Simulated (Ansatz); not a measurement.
# HP (charge -1): test of scalar relativity from a Python script

Aim: a test of scalar relativity, for HP (charge -1), run from a script.

Computed with Ansatz 0.2.0, driven from Python. The levels of theory stand in the script.

### 1 The system

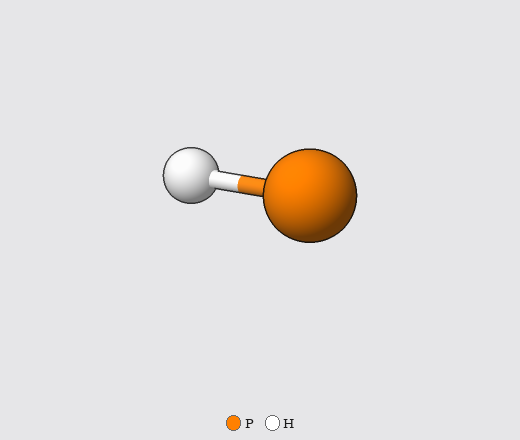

The starting structure, viewed from a chosen angle; phosphorus orange, hydrogen white.

The script holds or builds the structure itself.

### 2 The code

Contents of hp.py:

```python
from dataclasses import dataclass

import ansatz as az
import numpy as np


@dataclass(frozen=True)
class Options:
    xc: str = "b3lyp"
    dispersion: str = "d4"
    net_charge: int = -1


cfg = Options()

GEOMETRY = """
P     0.00000    0.00000    0.00000
H     0.00000    0.00000    1.48500
"""

molecule = az.Crystal.molecule()
for line in GEOMETRY.strip().splitlines():
    symbol, *xyz = line.split()
    molecule = molecule.atom(symbol, [float(v) for v in xyz])

base = (
    molecule.calculation()
    .functional(cfg.xc, dispersion=cfg.dispersion)
    .charge(cfg.net_charge)
    .spin("collinear", total=1)
    .forces()
)
sets = {"none": "cc-pVTZ", "scalar": "cc-pVTZ-DK"}
found = {kind: base.basis(gaussian=basis).pseudopotentials(relativity=kind).run(threads=1, backend="cpu").report for kind, basis in sets.items()}
for kind, each in found.items():
    dipole = 4.803205 * np.linalg.norm(each["charge_distribution"]["dipole_moment_e_ang"])
    print(f"{kind:7s} E = {each['free_energy_ev']:.4f} eV  dipole {dipole:.3f} D  largest force component {np.abs(each['forces_ev_ang']).max():.4f} eV/A")
print(f"relativity lowers the total energy by {found['none']['free_energy_ev'] - found['scalar']['free_energy_ev']:.3f} eV")
```

### 3 The input behind the calls

The engine receives this input (first run):

```yaml
crystal:
  periodic: [false, false, false]
  atoms:
    - { symbol: P, position_ang: [0.0, 0.0, 0.0] }
    - { symbol: H, position_ang: [0.0, 0.0, 1.485] }
basis:
  gaussian:
    orbitals: cc-pVTZ
hamiltonian:
  xc: b3lyp
  dispersion: d4
  pseudopotentials:
    relativity: none
magnetization:
  spin_polarized: true
  initial_magnetization: 1.0
total_charge: -1.0
output:
  forces: true
```

### 4 The run

On the command line:

```bash
python hp.py
```

The log of the run:

```text
none    E = -9304.5359 eV  dipole 0.139 D  largest force component 0.5663 eV/A
scalar  E = -9326.9118 eV  dipole 0.120 D  largest force component 0.5579 eV/A
relativity lowers the total energy by 22.376 eV
```

Run time: 1.5 s. Hardware: 1 thread of AMD EPYC 9B14 (Zen 4), shared host; peak memory 0.17 GiB.

### 5 Inputs of later runs

The engine's inputs for the other runs:

Run 2, against run 1:

```diff
@@ -8 +8 @@
-    orbitals: cc-pVTZ
+    orbitals: cc-pVTZ-DK
@@ -13 +13 @@
-    relativity: none
+    relativity: scalar
```

### 6 The runs side by side

From the records of these 2 runs:

```
run       basis  relativity  energy (eV)  <S²>  SCF cycles  CPU time (s)
  1     cc-pVTZ        none   -9304.5359  0.75          23           0.5
  2  cc-pVTZ-DK      scalar   -9326.9118  0.75          23          0.51
```

### 7 Outcome

```
                                 quantity      value
relativistic lowering of the total energy  22.376 eV
                            runs compared          2
```

Both runs converged. The geometry is a force-field or estimated start, not a minimum of this method. The basis set changes with the Hamiltonian (a set recontracted for scalar relativity), and most of the change in the total lies in the cores. The run takes the species as open-shell (spin multiplicity 2), which needn't be its ground state. An ion's dipole depends on the origin; the program takes it about the centre of nuclear charge. b3lyp holds the VWN-RPA fit, as in Gaussian; the form of ORCA and Turbomole is b3lyp5. Anions want diffuse functions, which this basis lacks. The dipole of an ion depends on the origin.
